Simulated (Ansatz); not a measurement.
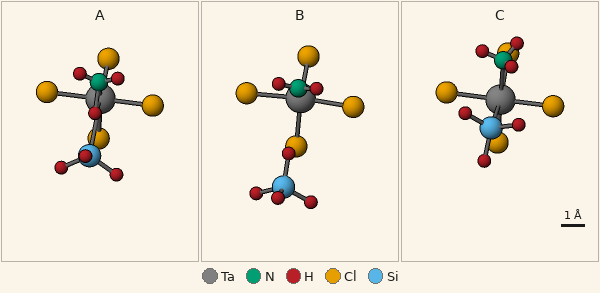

3 geometries from a converged minimum-energy path of TaSiNH6Cl4, made up at the start of TaNH2Cl4 and SiH4, shuffled. Style: ball-and-stick. Shown from a free direction.

These are results of RHF/def2-SVP (Ansatz 0.2.0), not measurements. Run with 7 movable images; climbing image; force threshold 0.05 eV/Å; iteration limit 60; starting path through a guess of the saddle point.

Q: One of them is the converged climbing image. Which?

A: A. In order along the path, whose images run from 0 to 8: B (image 1, +7.2 kJ/mol), A (image 3, +244.3 kJ/mol), C (image 7, +31.2 kJ/mol). Breaking: H–Si (1.48 → 3.02 Å). Forming: H–N (3.56 → 1.01 Å), Si–Ta (5.34 → 2.72 Å).

Limits of the set-up: the start holds two separate molecules, 3.6 Å apart at their closest, whose relative position is a soft coordinate and is computed without a dispersion correction; Hartree-Fock leaves out electron correlation.

The run took 10 min on 4 threads of Intel(R) Xeon(R) Platinum 8488C (Sapphire Rapids), with other jobs on the host, peak memory 0.69 GiB.
